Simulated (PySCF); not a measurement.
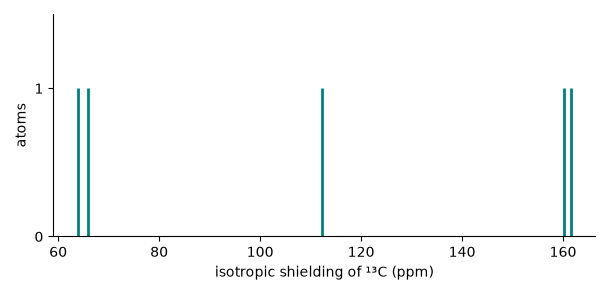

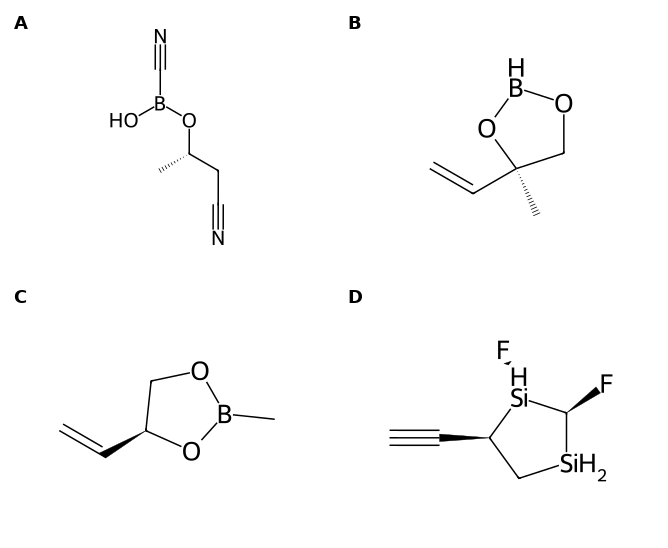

The sticks are computed shieldings of one of the molecules, for one fixed geometry (GFN2-xTB) without averaging over rotations. Low shielding means a high chemical shift. Method: GIAO PBE0/pcSseg-1 NMR shielding, non-relativistic, gas phase (PySCF 2.14.0).

**Which molecule gives this pattern?**

A, `C[C@@H](CC#N)OB(O)C#N`. Its 5 C atoms give lines at 63.9, 65.9, 112.2, 160.2, 161.5 ppm.

The geometry is semi-empirical. Around B, Si such bond lengths and angles can be off by a tenth of an ångström or more and by several degrees, and values that hang on the shape move with them.
